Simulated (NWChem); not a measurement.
# the pair SiHClF2···SiH2: a chain of runs

Wanted: the energy (singlet Si2H3ClF2, B3LYP-D3(0)/6-31+G*), then a single-point energy (singlet SiHClF2, B3LYP-D3(0)/6-31+G*), then the energy (singlet SiH2, B3LYP-D3(0)/6-31+G*), then a single-point energy (singlet SiHClF2, B3LYP-D3(0)/6-31+G*), then a single-point energy (singlet SiH2, B3LYP-D3(0)/6-31+G*) of ClF2H3Si2 and its partners. 

The results are computed with NWChem 7.3.0.

**1. The molecule**

The species is Si2H3ClF2 (8 atoms), meant as a singlet with charge 0. The two molecules were placed rigidly side by side, at 1.1 times their contact distance; the pair isn't optimised.

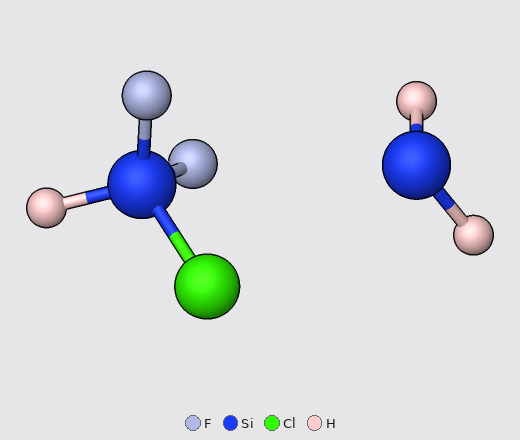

Viewed from a chosen angle; fluorine light blue, silicon blue, chlorine green, hydrogen pink.

**2. A single-point energy at B3LYP-D3(0)/6-31+G(d) (spherical functions) (run 1)**

Input file struct.nw:

```
echo
start struct
title "ClF2H3Si2 B3LYP"
memory stack 880 mb heap 220 mb global 1100 mb
charge 0
geometry noautosym nocenter noautoz
  F       -0.349580      -0.606640       1.428360
  Si       0.085920       0.014560       0.046060
  F       -0.043480       1.581560       0.164760
  Cl      -1.167480      -0.641240      -1.393240
  H        1.474620      -0.348240      -0.245940
  Si      -4.479260       2.060420      -1.523920
  H       -5.235720       0.743310      -1.383170
  H       -4.162030       2.073870      -0.031910
end
basis spherical bse
  * library 6-31+G*
end
dft
  xc b3lyp
  disp vdw 3
  grid fine
  convergence energy 1e-08
  maxiter 100
  mulliken
  print low
end
task dft energy
```

Started as:

```sh
$ nwchem struct.nw > struct.out
```

Log (excerpt; [...] marks lines left out):

```text
[...]
 d= 0,ls=0.0,diis     1  -1240.6747878967 -1.57D+03  1.37D-02  8.84D-01     3.6
[...]
 d= 0,ls=0.0,diis     8  -1240.7736032765 -1.82D-09  3.19D-06  2.38D-07    22.8
         Total DFT energy =    -1240.773603276520
      One electron energy =    -2370.876792692746
           Coulomb energy =      894.413421548730
    Exchange-Corr. energy =      -92.239718639630
 Nuclear repulsion energy =      327.933850706724
    Dispersion correction =       -0.004364199598
[...]
      Total Density - Mulliken Population Analysis
     ---------------------------------------------
    Atom       Charge   Shell Charges
 -----------   ------   -------------------------------------------------------
    1 F    9     9.24   2.00  0.93  3.33  1.05  1.96 -0.16  0.13  0.01
    2 Si  14    13.27   2.00  2.00  5.96  0.88  1.52  0.29  0.19  0.02  0.01  0.40
    3 F    9     9.25   2.00  0.93  3.33  1.05  1.96 -0.15  0.13  0.01
    4 Cl  17    17.20   2.00  2.00  5.97  1.41  3.68  0.54  1.54  0.00  0.04  0.02
    5 H    1     1.04   0.51  0.53
    6 Si  14    13.80   2.00  2.00  5.96  1.25  1.47  0.59  0.36 -0.02  0.13  0.07
    7 H    1     1.10   0.51  0.60
    8 H    1     1.10   0.50  0.60
[...]
```

It took 23 s on 1 thread of Intel Xeon 6975P-C (Granite Rapids), shared host; peak memory 0.12 GiB.

**3. SiHClF2: the energy at B3LYP-D3(0)/6-31+G(d) (spherical functions) (run 2)**

Input file geom.nw:

```
start geom
memory stack 880 mb heap 220 mb global 1100 mb

geometry noautosym nocenter noautoz
 F     -0.349580    -0.606640     1.428360
 Si     0.085920     0.014560     0.046060
 F     -0.043480     1.581560     0.164760
 Cl    -1.167480    -0.641240    -1.393240
 H      1.474620    -0.348240    -0.245940
end

basis "ao basis" spherical bse
 * library 6-31+G*
end

dft
 xc b3lyp
 disp vdw 3
 grid fine
 convergence energy 1e-08
 maxiter 100
 mulliken
 print low
end

task dft energy
```

Started as:

```sh
$ nwchem geom.nw > geom.out
```

Log (excerpt; [...] marks lines left out):

```text
[...]
 d= 0,ls=0.0,diis     1   -950.0692941443 -1.18D+03  1.73D-02  8.27D-01     2.1
[...]
 d= 0,ls=0.0,diis     8   -950.1582429592 -5.46D-09  3.27D-06  6.99D-08    11.4
         Total DFT energy =     -950.158242959176
      One electron energy =    -1775.240328530888
           Coulomb energy =      664.803388511465
    Exchange-Corr. energy =      -70.645131201552
 Nuclear repulsion energy =      230.926532865887
    Dispersion correction =       -0.002704604087
[...]
      Total Density - Mulliken Population Analysis
     ---------------------------------------------
    Atom       Charge   Shell Charges
 -----------   ------   -------------------------------------------------------
    1 F    9     9.25   2.00  0.93  3.33  1.05  1.96 -0.16  0.13  0.01
    2 Si  14    13.27   2.00  2.00  5.96  0.88  1.52  0.28  0.20  0.03  0.01  0.40
    3 F    9     9.25   2.00  0.93  3.33  1.05  1.96 -0.16  0.13  0.01
    4 Cl  17    17.18   2.00  2.00  5.97  1.41  3.67  0.54  1.53 -0.00  0.04  0.02
    5 H    1     1.04   0.51  0.53
[...]
```

Run time: 12 s. Hardware: 1 thread of Intel Xeon 6975P-C (Granite Rapids), shared host; peak memory 0.12 GiB.

**4. SiH2: the energy at B3LYP-D3(0)/6-31+G(d) (spherical functions) (run 3)**

Input file work.nw:

```
start work
memory total 2200 mb
charge 0

geometry units bohr noautosym nocenter noautoz
  Si    -8.46457464     3.89362950    -2.87979144
  H     -9.89407687     1.40465233    -2.61381248
  H     -7.86509682     3.91904632    -0.06030116
end

basis spherical bse
  * library 6-31+G*
end

dft
  xc b3lyp
  disp vdw 3
  grid fine
  convergence energy 1e-08
  iterations 100
  mulliken
  print low
end

task dft energy
```

Started as:

```sh
$ nwchem work.nw > work.out
```

Log (excerpt; [...] marks lines left out):

```text
[...]
 d= 0,ls=0.0,diis     1   -290.6033038549 -3.01D+02  1.51D-02  5.63D-02     0.3
[...]
 d= 0,ls=0.0,diis     7   -290.6133188732 -3.46D-11  7.97D-08  4.38D-13     1.3
         Total DFT energy =     -290.613318873174
      One electron energy =     -421.712473938666
           Coulomb energy =      142.739110778382
    Exchange-Corr. energy =      -21.596116340674
 Nuclear repulsion energy =        9.956276753097
    Dispersion correction =       -0.000116125314
[...]
      Total Density - Mulliken Population Analysis
     ---------------------------------------------
    Atom       Charge   Shell Charges
 -----------   ------   -------------------------------------------------------
    1 Si  14    13.79   2.00  2.00  5.96  1.25  1.47  0.58  0.35 -0.01  0.12  0.07
    2 H    1     1.11   0.50  0.60
    3 H    1     1.11   0.50  0.60
[...]
```

It took 1.9 s on 1 thread of Intel Xeon 6975P-C (Granite Rapids), shared host; peak memory 0.11 GiB.

**5. SiHClF2 among ghost functions: the energy at B3LYP-D3(0)/6-31+G(d) (spherical functions, with ghost functions) (run 4)**

Input file run.nw:

```
start run
title "ClF2HSi energy"
memory stack 880 mb heap 220 mb global 1100 mb
charge 0

geometry units angstroms noautosym nocenter noautoz
  F    -0.349580   -0.606640    1.428360
  Si    0.085920    0.014560    0.046060
  F    -0.043480    1.581560    0.164760
  Cl   -1.167480   -0.641240   -1.393240
  H     1.474620   -0.348240   -0.245940
  bqSi    -4.479260     2.060420    -1.523920
  bqH     -5.235720     0.743310    -1.383170
  bqH     -4.162030     2.073870    -0.031910
end

basis spherical bse
  F library 6-31+G*
  Si library 6-31+G*
  Cl library 6-31+G*
  H library 6-31+G*
  bqSi library Si 6-31+G*
  bqH library H 6-31+G*
end

dft
  xc b3lyp
  disp vdw 3
  grid fine
  convergence energy 1e-08
  maxiter 100
  mulliken
  print low
end

task dft energy
```

Started as:

```sh
$ nwchem run.nw > run.out
```

Log (excerpt; [...] marks lines left out):

```text
[...]
 d= 0,ls=0.0,diis     1   -950.0694058369 -1.18D+03  1.32D-02  8.27D-01     4.3
[...]
 d= 0,ls=0.0,diis     8   -950.1583622901 -5.62D-09  2.49D-06  6.98D-08    22.6
         Total DFT energy =     -950.158362290149
      One electron energy =    -1775.239170633247
           Coulomb energy =      664.801781171483
    Exchange-Corr. energy =      -70.644801090183
 Nuclear repulsion energy =      230.926532865887
    Dispersion correction =       -0.002704604087
[...]
      Total Density - Mulliken Population Analysis
     ---------------------------------------------
    Atom       Charge   Shell Charges
 -----------   ------   -------------------------------------------------------
    1 F    9     9.25   2.00  0.93  3.33  1.05  1.96 -0.16  0.13  0.01
    2 Si  14    13.27   2.00  2.00  5.96  0.88  1.52  0.28  0.20  0.02  0.01  0.40
    3 F    9     9.25   2.00  0.93  3.33  1.05  1.96 -0.16  0.13  0.01
    4 Cl  17    17.19   2.00  2.00  5.97  1.41  3.67  0.54  1.53  0.00  0.04  0.02
    5 H    1     1.04   0.51  0.53
    6 X    0     0.00  -0.00 -0.00 -0.00 -0.00  0.00  0.00  0.00  0.00  0.00  0.00
    7 X    0    -0.00  -0.00 -0.00
    8 X    0     0.00  -0.00  0.00
[...]
```

Run time: 23 s. Hardware: 1 thread of Intel Xeon 6975P-C (Granite Rapids), shared host; peak memory 0.12 GiB.

**6. SiH2 among ghost functions: the energy at B3LYP-D3(0)/6-31+G(d) (spherical functions, with ghost functions) (run 5)**

Input file h2si.nw:

```
START h2si
TITLE "H2Si energy"
memory total 2200 mb
charge 0

GEOMETRY units bohr noautosym nocenter noautoz
   Si  -8.46457464   3.89362950  -2.87979144
   H   -9.89407687   1.40465233  -2.61381248
   H   -7.86509682   3.91904632  -0.06030116
   bqF     -0.660610    -1.146383     2.699209
   bqSi     0.162365     0.027514     0.087041
   bqF     -0.082165     2.988715     0.311351
   bqCl    -2.206217    -1.211768    -2.632842
   bqH      2.786628    -0.658078    -0.464759
END

BASIS spherical bse
   Si library 6-31+G*
   H library 6-31+G*
   bqF library F 6-31+G*
   bqSi library Si 6-31+G*
   bqCl library Cl 6-31+G*
   bqH library H 6-31+G*
END

DFT
   xc b3lyp
   disp vdw 3
   grid fine
   convergence energy 1e-08
   iterations 100
   mulliken
   print low
END

TASK dft energy
```

Started as:

```sh
$ nwchem h2si.nw > h2si.out
```

Log (excerpt; [...] marks lines left out):

```text
[...]
 d= 0,ls=0.0,diis     1   -290.6034380380 -3.01D+02  3.71D-03  5.67D-02     2.6
[...]
 d= 0,ls=0.0,diis     7   -290.6134967826 -5.01D-11  1.17D-07  6.89D-11    16.6
         Total DFT energy =     -290.613496782587
      One electron energy =     -421.707240636290
           Coulomb energy =      142.732954398524
    Exchange-Corr. energy =      -21.595371172605
 Nuclear repulsion energy =        9.956276753097
    Dispersion correction =       -0.000116125314
[...]
      Total Density - Mulliken Population Analysis
     ---------------------------------------------
    Atom       Charge   Shell Charges
 -----------   ------   -------------------------------------------------------
    1 Si  14    13.79   2.00  2.00  5.96  1.25  1.47  0.59  0.35 -0.02  0.12  0.07
    2 H    1     1.10   0.51  0.60
    3 H    1     1.10   0.50  0.60
    4 X    0    -0.00  -0.00 -0.00 -0.00  0.00  0.00 -0.00 -0.00 -0.00
    5 X    0     0.00  -0.00 -0.00 -0.00 -0.00 -0.00  0.00  0.00  0.00  0.00 -0.00
    6 X    0    -0.00  -0.00 -0.00  0.00  0.00 -0.00 -0.00  0.00 -0.00
    7 X    0     0.00   0.00  0.00 -0.00  0.00  0.00 -0.00 -0.00 -0.00  0.00 -0.00
    8 X    0     0.00  -0.00  0.00
[...]
```

Run time: 17 s. Hardware: 1 thread of Intel Xeon 6975P-C (Granite Rapids), shared host; peak memory 0.12 GiB.

**7. Summary of results**

| quantity | value |
| --- | --- |
| run 1, B3LYP-D3(0)/6-31+G*: total energy | -1240.77360 Eh |
| run 1, B3LYP-D3(0)/6-31+G*: dispersion energy | -11.46 kJ/mol |
| SiHClF2: total energy | -950.15824 Eh |
| SiHClF2: dispersion energy | -7.10 kJ/mol |
| SiH2: total energy | -290.61332 Eh |
| SiH2: dispersion energy | -0.30 kJ/mol |
| SiHClF2 among ghost functions: total energy | -950.15836 Eh |
| SiHClF2 among ghost functions: dispersion energy | -7.10 kJ/mol |
| SiH2 among ghost functions: total energy | -290.61350 Eh |
| SiH2 among ghost functions: dispersion energy | -0.30 kJ/mol |
| interaction energy of the rigid parts SiHClF2 and SiH2 (parts in their own basis; closest atoms 4.15 Å apart) | -0.056 eV |
| interaction energy of the rigid parts SiHClF2 and SiH2 (parts in the whole basis, counterpoise; closest atoms 4.15 Å apart) | -0.047 eV |

In words: The interaction energy of the rigid parts SiHClF2 and SiH2 (parts in their own basis; closest atoms 4.15 Å apart) is −0.06 eV (−1.3 kcal/mol): the parts attract. Without counterpoise this holds the superposition error of the basis. The interaction energy of the rigid parts SiHClF2 and SiH2 (parts in the whole basis, counterpoise; closest atoms 4.15 Å apart) is −0.05 eV (−4.6 kJ/mol): the parts attract. The basis-set superposition error is 0.8 kJ/mol. Mulliken charges (run 1, B3LYP-D3(0)/6-31+G*) run from -0.25 on F3 to +0.73 on Si2; in a basis this large or diffuse they mean little. Mulliken charges (SiHClF2) run from -0.25 on F1 to +0.73 on Si2; in a basis this large or diffuse they mean little.
